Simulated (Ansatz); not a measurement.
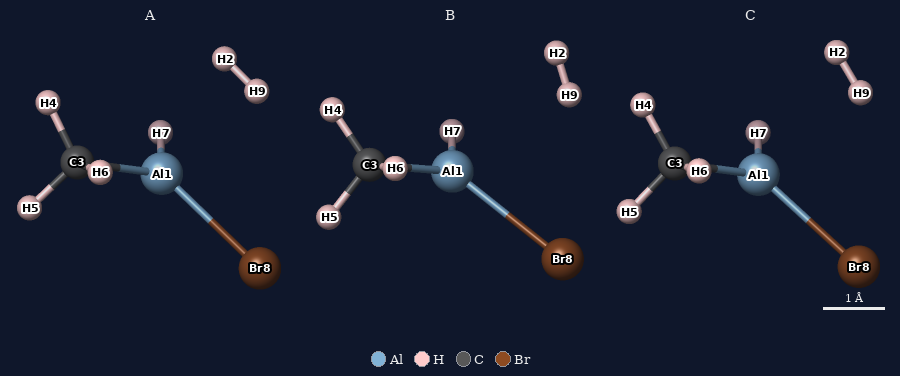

3 geometries from one relaxation of CH6AlBr, in shuffled order. A ball-and-stick model, seen at a tilt.

The run prepares an end point of a later path (reaction) calculation, from a guessed geometry.

Method: RKS PBE0-D4/def2-SVP in Ansatz. Set-up: no spin polarisation; force threshold 0.03 eV/Å; at most 50 steps.

> Order the frames from highest to lowest energy.

B, C, A. They are steps 0, 2, 6, at +15.5 kJ/mol, +1.86 kJ/mol relative to the last. H2 moves most after the best rigid fit: 0.54 Å. Largest moves by element: H 0.54 Å, Br 0.18 Å, Al 0.16 Å, C 0.13 Å. Near-neighbour distances that change, for instance: Al1–H2 2.756 → 2.302 Å, Al1–H9 2.478 → 2.272 Å, Al1–Br8 2.376 → 2.284 Å, H2–H9 0.722 → 0.767 Å. Among the angles between lasting bonds that change: C3–Al1–H7 128.0° → 125.0°, C3–Al1–Br8 116.2° → 118.2°. The energy falls by 15.5 kJ/mol in 5 accepted moves (6 points after the start). Largest force component: 1.8 eV/Å at the start, 0.011 eV/Å at the end. The line search rejected the trial step at point 4 of the run. The run took 17 s on 2 threads of Arm Neoverse V1, on a shared host, peak memory 0.2 GiB.

Limits of the set-up: the start holds two separate molecules, 2.5 Å apart at their closest, whose relative position is a soft coordinate.
